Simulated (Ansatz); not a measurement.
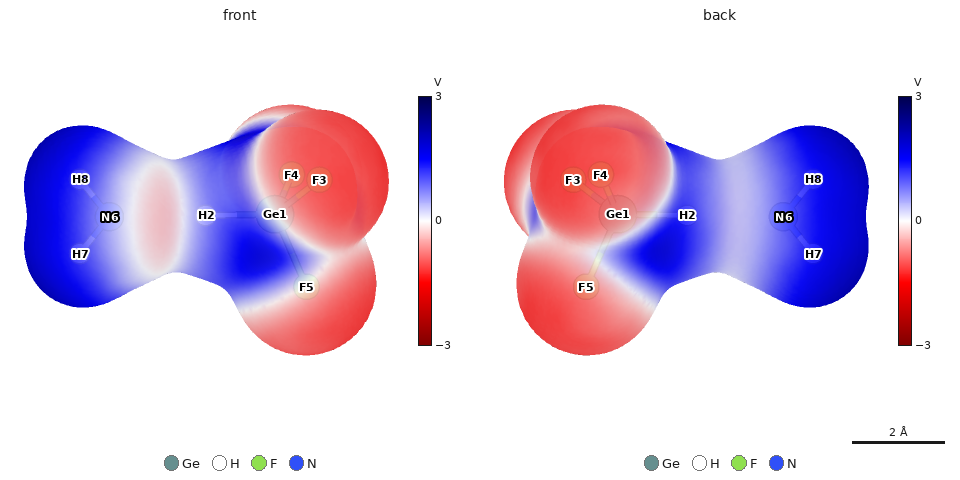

Figure 1: F3GeH···NH2 (doublet). The molecular electrostatic potential painted on the density surface at 0.002 e/bohr³, seen from the front and from behind; red is negative and blue positive.

Theory: UKS PBE-D4/def2-SVP (Ansatz).

Input file:

```
crystal:
  periodic: [false, false, false]
  atoms:
    - { symbol: Ge, position_ang: [0.036555, -0.019801, -0.177793] }
    - { symbol: H, position_ang: [0.146607, -0.08517, 1.363619] }
    - { symbol: F, position_ang: [1.579041, 0.012868, -0.984656] }
    - { symbol: F, position_ang: [-0.811107, 1.389589, -0.751492] }
    - { symbol: F, position_ang: [-0.815832, -1.374368, -0.865967] }
    - { symbol: "N", position_ang: [0.102914, -0.067922, 3.619334] }
    - { symbol: H, position_ang: [-0.555252, -0.607164, 4.227533] }
    - { symbol: H, position_ang: [0.318674, 0.751968, 4.231222] }
magnetization:
  spin_polarized: true
  initial_magnetization: 1
basis:
  gaussian: { orbitals: def2-SVP }
hamiltonian:
  xc: pbe
  dispersion: d4
relax:
  f_tol: 0.03
  max_steps: 50
output:
  orbitals: {}
```

Run with:

```sh
ansatz run input.yaml --threads 4 --pin off --max-ram 5120MiB --backend cpu --events-out ev --progress --plain --runs-dir out
```

The fields are those of the run's last geometry, not of the input's.

### Where is the surface potential most negative and most positive?

The most negative region (about −1.2 V) lies over F3, F4 and F5, the most positive (about +2.1 V) over H7 and H8.
